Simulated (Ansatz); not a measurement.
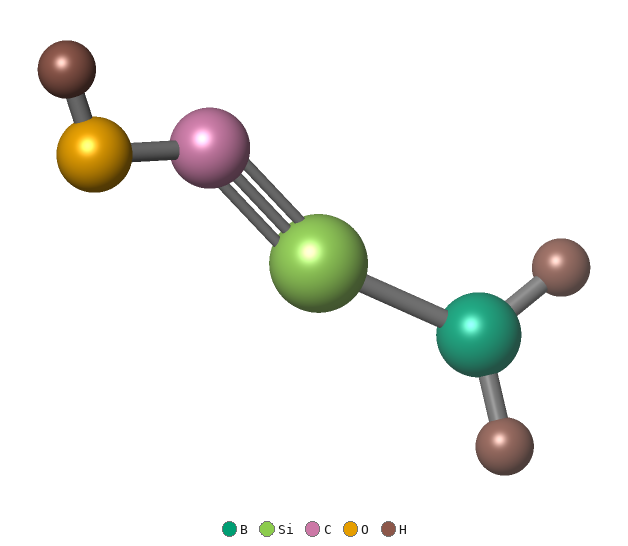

The picture shows the input geometry.

Input file:

```yaml
crystal:
  periodic: [false, false, false]
  atoms:
    - {symbol: B, position_ang: [-1.415300, 1.441000, -0.314600]}
    - {symbol: Si, position_ang: [-0.221700, -0.052700, -0.129900]}
    - {symbol: C, position_ang: [1.092300, -0.977400, 0.460500]}
    - {symbol: O, position_ang: [1.683100, -2.113900, 0.036800]}
    - {symbol: H, position_ang: [-2.196000, 1.561900, -1.191300]}
    - {symbol: H, position_ang: [-1.366200, 2.338600, 0.424600]}
    - {symbol: H, position_ang: [2.409200, -2.274300, 0.601700]}
basis:
  gaussian: {orbitals: def2-TZVPP}
hamiltonian: {xc: hse06, dispersion: d4}
output: {forces: true}
```

What the program printed:

```
Functional definition: HSE06
  name "HSE06"
  cite "Heyd, Scuseria & Ernzerhof, J. Chem. Phys. 118, 8207 (2003) doi:10.1063/1.1564060"
  cite "Krukau, Vydrov, Izmaylov & Scuseria, J. Chem. Phys. 125, 224106 (2006) doi:10.1063/1.2404663"
  cite "Heyd & Scuseria, J. Chem. Phys. 120, 7274 (2004) doi:10.1063/1.1668634"
  cite "Ernzerhof & Perdew, J. Chem. Phys. 109, 3313 (1998) doi:10.1063/1.476928"
  cite "Perdew, Burke & Ernzerhof, Phys. Rev. Lett. 77, 3865 (1996) doi:10.1103/PhysRevLett.77.3865"
  parent pbe
  parameter a = 0.25
  parameter omega = 0.11/bohr
  # The whole range is PBE's own exchange, as in plane waves. The composition of these papers is wPBEh.
  exchange = pbe_x - a*pbe_x_sr(omega) + a*exact_x_sr(omega)
  correlation = pbe_c
968 factors; their error is unknown
83 factors; integrals over basis functions are off by at most 7.0e-7 eV
mean field evaluation 1: about -11668.0521 eV, gradient 5.5e1 eV
mean field evaluation 2: about -11635.1072 eV, gradient 1.1e2 eV
mean field evaluation 4: about -11673.6628 eV, gradient 2.2e1 eV
mean field evaluation 8: about -11675.2879 eV, gradient 2.0e-1 eV
mean field evaluation 16: about -11675.3069 eV, gradient 4.6e-4 eV
mean field -11675.30691858 eV, -429.0596154506 hartree, gradient 3.6e-5 eV, S^2 0.000000; 0 other end points of the search recorded, 0 dependent functions left out
the calculation of the forces begins
reference -11675.30695931 eV, -429.0596169475 hartree; 18, 18 occupied and 159, 159 virtual orbitals, 968 factors
Total energy: -11675.40384124 eV, -429.0631772925 hartree
Atom 0 at    -1.415300     1.441000    -0.314600 Å, force     0.357613    -0.150777     0.024603 eV/Å
Atom 1 at    -0.221700    -0.052700    -0.129900 Å, force     0.120531    -0.209838     0.053126 eV/Å
Atom 2 at     1.092300    -0.977400     0.460500 Å, force    -0.304645    -0.980124    -1.449750 eV/Å
Atom 3 at     1.683100    -2.113900     0.036800 Å, force    -1.668907     1.816037     0.013812 eV/Å
Atom 4 at    -2.196000     1.561900    -1.191300 Å, force    -0.091070    -0.448447    -0.344494 eV/Å
Atom 5 at    -1.366200     2.338600     0.424600 Å, force     0.205778     0.432406     0.676745 eV/Å
Atom 6 at     2.409200    -2.274300     0.601700 Å, force     1.380701    -0.459256     1.025958 eV/Å
Dipole moment:     0.228914    -0.211706     0.041264 e Å
```
